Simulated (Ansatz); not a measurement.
Single-point calculation of SnHCl3

The run: single-point calculation of SnHCl3. Method and program: RKS PBE0-D4/def2-TZVPP (Ansatz 0.2.0).

The geometry is the product side of a reaction. The geometry comes from this level: PBE0-D4/def2-TZVP.

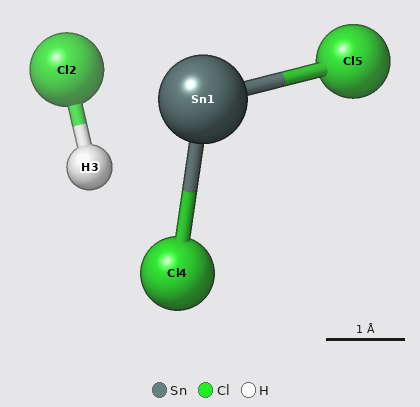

Fig. 1: The input geometry (ball-and-stick view, seen at a tilt; atoms are numbered from 1 in the order of the input). Sticks mark near contacts. Bond lengths as drawn: Cl–H 1.30 Å and Cl–Sn 2.37 to 2.42 Å.

### Results in brief

```tsv
quantity	value
outcome	converged
total energy	−43408.4230 eV
mean-field energy	−43408.2485 eV
dispersion energy	−0.1745 eV
SCF solution under orbital rotations	stable
HOMO	−7.94 eV
LUMO	−2.59 eV
hardware	4 threads of Arm Neoverse V1, 23 GiB of memory available, shared host
wall time	4 s (CPU time 13 s)
peak memory	0.6 GiB
```

### Input
```yaml
crystal:
  periodic: [false, false, false]
  atoms:
    - {symbol: Sn, position_ang: [0.194789, 1.416669, 0.351771]}
    - {symbol: Cl, position_ang: [1.204994, -0.928889, -1.248668]}
    - {symbol: H, position_ang: [-0.090319, -1.020948, -1.171752]}
    - {symbol: Cl, position_ang: [-1.834469, 0.272775, -0.320817]}
    - {symbol: Cl, position_ang: [0.524905, 0.260393, 2.389467]}
basis:
  gaussian: {orbitals: def2-TZVPP}
hamiltonian: {xc: pbe0, dispersion: d4}
output: {orbitals: {seedname: orbitals}}
```

Launch command:
```bash
ansatz run in.yaml --threads 4 --pin off --events-out ev --progress --plain --max-ram 9574MiB
```

### The program's output
```
Functional definition: PBE0
  name "PBE0"
  cite "Adamo & Barone, J. Chem. Phys. 110, 6158 (1999) doi:10.1063/1.478522"
  cite "Perdew, Burke & Ernzerhof, Phys. Rev. Lett. 77, 3865 (1996) doi:10.1103/PhysRevLett.77.3865"
  parent pbe
  parameter a = 0.25
  parameter kappa = 0.804
  parameter beta = 0.06672455060314922
  exchange = (1 - a)*pbe_x(kappa = kappa, mu = beta*pi^2/3) + a*exact_x
  correlation = pbe_c(beta = beta)
1495 factors; their error is unknown
mean field evaluation 1: about -43406.6318 eV, gradient 2.3e1 eV
mean field evaluation 2: about -43405.3135 eV, gradient 3.3e1 eV
mean field evaluation 4: about -43408.0652 eV, gradient 1.1e0 eV
mean field evaluation 8: about -43408.2485 eV, gradient 4.2e-2 eV
mean field evaluation 16: about -43408.2485 eV, gradient 2.5e-5 eV
mean field -43408.24851936 eV, -1595.2237099189 hartree, gradient 2.5e-5 eV, S^2 0.000000; 0 other end points of the search recorded, 0 dependent functions left out
reference -43408.24854980 eV, -1595.2237110376 hartree; 37, 37 occupied and 153, 153 virtual orbitals, 1495 factors
Total energy: -43408.42302083 eV, -1595.2301227297 hartree
```

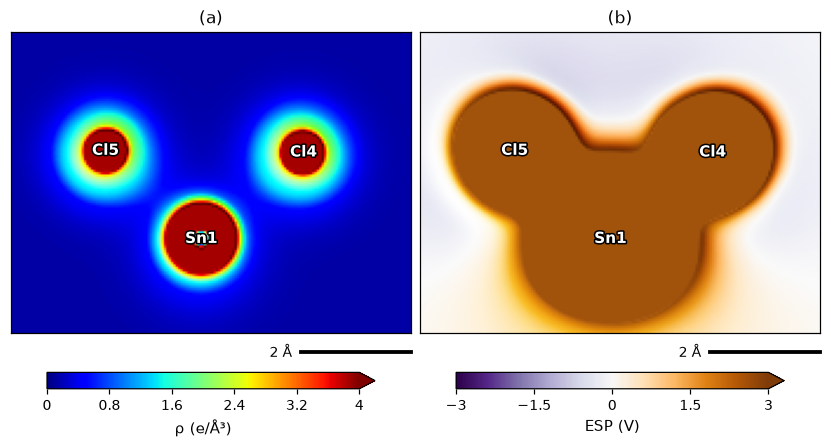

Fig. 2: (a) total electron density; (b) electrostatic potential on the plane of atoms Cl4, Sn1 and Cl5. Sn–Cl (2.37 Å): ρ is about 0.57 e/Å³ halfway. Sn–Cl (2.42 Å): ρ is about 0.51 e/Å³ halfway.

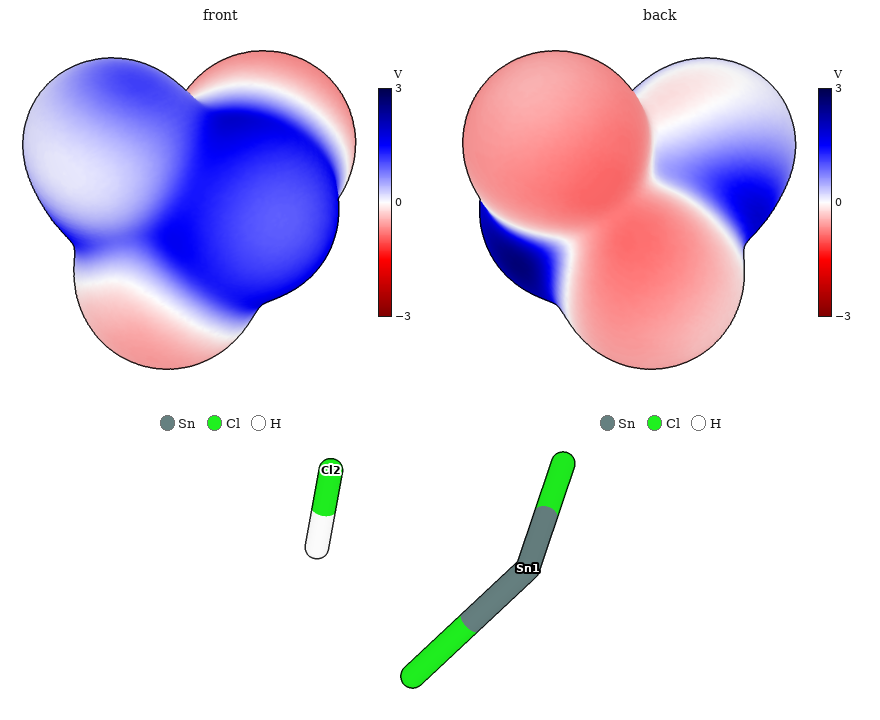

Fig. 3: The electrostatic potential painted on the density surface at 0.002 e/bohr³, seen at a tilt and from behind; the colour scale runs from red (negative) to blue (positive). The bare structure is drawn below in the same view.

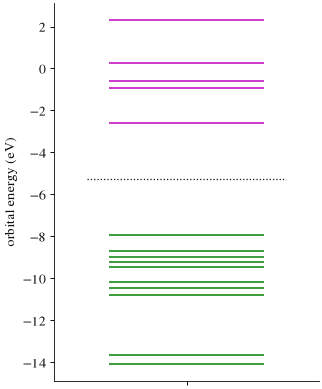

Fig. 4: Orbital energies near the frontier; the dotted line parts filled from empty levels, and levels within 0.02 eV of each other stand side by side. Highest filled −7.94 eV, lowest empty −2.59 eV, 5.35 eV apart.
